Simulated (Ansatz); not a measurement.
The relaxed structure here is a generated cell of Bi: the first start was made by placing the elements on the sites of a structure type, and the end was not matched to a known phase here, so it may be hypothetical. Known forms of Bi include space group No. 166.

One stationary structure of Bi. Space group P6/mmm (No. 191), AFLOW prototype A_hP1_191_a (A_f, as in Sn). The numbers are results of PBE (plane waves to 420 eV, PAW, scalar-relativistic; Ansatz, a quantum-chemistry and plane-wave program), not measurements.

```cif
data_Bi
_chemical_formula_sum 'Bi1'
_space_group_name_H-M_alt 'P 1'
_space_group_IT_number 1
_cell_length_a 3.43712
_cell_length_b 3.43712
_cell_length_c 3.30194
_cell_angle_alpha 90.000
_cell_angle_beta 90.000
_cell_angle_gamma 120.000
loop_
_space_group_symop_operation_xyz
  'x, y, z'
loop_
_atom_site_label
_atom_site_type_symbol
_atom_site_fract_x
_atom_site_fract_y
_atom_site_fract_z
_atom_site_occupancy
Bi1 Bi 0.00000 0.00000 0.00000 1
```

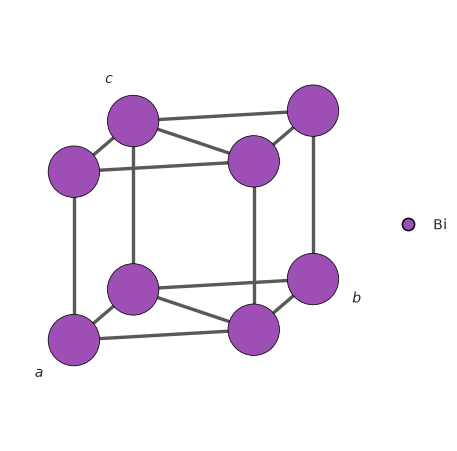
Figure. The conventional cell of the relaxed structure

For Bi, the volume per atom is 33.78 Å³, the band gap is zero (metallic) and the shortest distances is Bi–Bi 3.30 Å. The k-mesh is 16×16×14.

Band energies at high-symmetry points (eV from the Fermi level; labels of this space group; no spin-orbit coupling), from −5 eV up to 2.9 eV:

| point | energies |
|---|---|
| Γ | 2.68 |
| M | -4.89 1.51 |
| K | -3.29 -3.29 |
| A | – |
| L | -3.19 -2.51 |
| H | -2.03 -1.54 -1.54 |

No spin polarisation in the result.

The run could not lose the symmetry of its start: the end is stationary, and may be a saddle point rather than a minimum.
